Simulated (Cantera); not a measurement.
Input: 1 mol Cr, 11 mol NH3, 410 mol H2, equilibrated at 2198.15 K.

Equilibrium computed with Cantera from the NASA thermochemical tables; the gas is ideal and each condensed phase is pure. Candidate condensed phases: Cr, CrN, Cr2N; 11 gas species. Equilibrium is a limit: real reactors are often held back by kinetics, nucleation or transport.

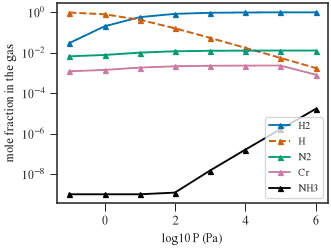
Equilibrium gas composition (values under 1e-9 drawn at 1e-9)

**Question.** Read off the mole fractions at 7500 Torr.

**Answer.** H2 about 0.98, N2 about 0.013, H about 0.0017, Cr about 0.00082, NH3 about 1.6e-5.
